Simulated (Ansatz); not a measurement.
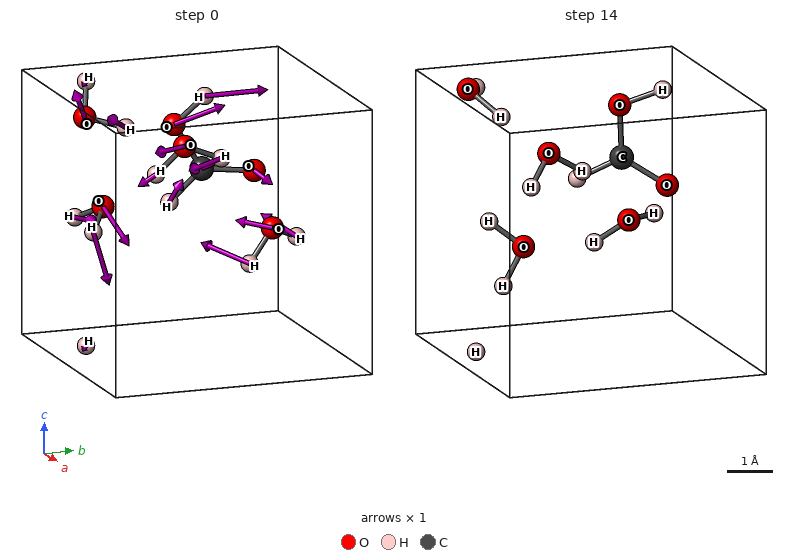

The structure of an amorphous cell of composition H10CO6 before (left) and after (right) a relaxation, at one scale. The purple arrows give the displacements, at their true length.

Style: ball-and-stick. Shown: the cell of the calculation, slightly off an axis.

The cell holds 4 H2O + 1 HCOOH. The run prepares the start of a later molecular dynamics calculation, from a guessed geometry.

These are results of Ansatz, DFT LDA, scalar-relativistic, plane waves, PAW, not measurements.

Input file:
```yaml
crystal:
  lattice:
    - [6.196286, 0.0, 0.0]
    - [0.0, 6.196286, 0.0]
    - [0.0, 0.0, 6.196286]
  atoms:
    - { symbol: O, position: [0.3413603, 0.1202523, 0.8914128] }
    - { symbol: H, position: [0.4202479, 0.2515673, 0.8603142] }
    - { symbol: H, position: [0.2363603, 0.1637337, 0.9987366] }
    - { symbol: O, position: [0.7380197, 0.7068488, 0.5169308] }
    - { symbol: H, position: [0.6619074, 0.8290203, 0.4559796] }
    - { symbol: H, position: [0.7585423, 0.6106444, 0.3954502] }
    - { symbol: O, position: [0.8182937, 0.3346646, 0.8769924] }
    - { symbol: H, position: [0.8134415, 0.4794111, 0.81818] }
    - { symbol: H, position: [0.7570469, 0.245823, 0.7638996] }
    - { symbol: O, position: [0.2750809, 0.2159322, 0.529283] }
    - { symbol: H, position: [0.1480421, 0.1522346, 0.464185] }
    - { symbol: H, position: [0.3937343, 0.1346229, 0.4680935] }
    - { symbol: O, position: [0.194047, 0.522485, 0.7931249] }
    - { symbol: C, position: [0.170017, 0.6394529, 0.6107958] }
    - { symbol: O, position: [0.2045695, 0.8313849, 0.5948409] }
    - { symbol: H, position: [0.2434719, 0.6239591, 0.9039671] }
    - { symbol: H, position: [0.1145813, 0.5338944, 0.4800974] }
basis:
  ecutwfc: 420.0
kpoints:
  mp_grid: { grid: [1, 1, 1] }
hamiltonian:
  xc: lda
scf:
  occupations: { method: fermi_dirac, width: 0.02 }
  lower_state_search: "off"
relax:
  f_tol: 0.3
  max_steps: 15
  adjacent_minimum: "off"
output:
  write_density: true
  write_potential: true
  elf: true
  volumetric_format: npy
```

Command:
```bash
ansatz run input.yaml --threads 1 --pin off --max-ram 3072MiB --backend cpu --events-out ev --progress --plain --runs-dir out
```

> Summarise the run.

The relaxation stopped without meeting its thresholds, so the last structure isn't shown to be converged. It used up its limit of 15 steps. H16 moves most: 1.46 Å along [1 3 0]. By element the largest moves are H 1.46 Å, O 1.26 Å, C 0.67 Å. The cell stays as it was. Some distances before and after: O1–H2 0.969 → 1.043 Å, O13–H16 0.980 → 1.045 Å, O13–C14 1.350 → 1.302 Å, O10–H12 0.969 → 1.005 Å. Among the angles between lasting bonds that change: O13–C14–H17 109.4° → 114.2°, H11–O10–H12 104.0° → 99.6°, O15–C14–H17 125.5° → 121.3°. Over 14 geometry steps the energy falls by 195 meV per atom. The largest force component goes from 1.7 to 0.84 eV/Å. The run took 11 s on 1 thread of Intel(R) Xeon(R) Platinum 8488C (Sapphire Rapids), with other jobs on the host, peak memory 0.37 GiB.

Limits of the set-up: the periodic images lie only 6.2 Å apart, so the values are limited by the cell's size.
